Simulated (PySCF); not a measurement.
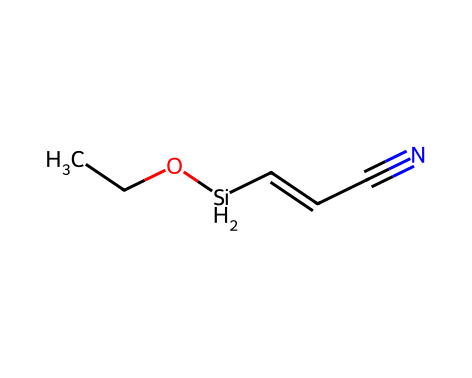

The geometry was computed by an optimisation with GFN2-xTB. No frequency run is at hand to confirm it as a minimum. Method: CAM-B3LYP/def2-SVPD, gas phase (PySCF 2.14.0). Excitations: vertical, linear response.

> What is the mean static polarisability?

95.3 bohr³.

> Estimate the dipole moment.

5.38 D.

> Give the lowest vertical singlet excitation at this level.

6.12 eV.

> Estimate the HOMO–LUMO gap.

8.82 eV.

The geometry is semi-empirical. Around Si such bond lengths and angles can be off by a tenth of an ångström or more and by several degrees, and values that hang on the shape move with them.
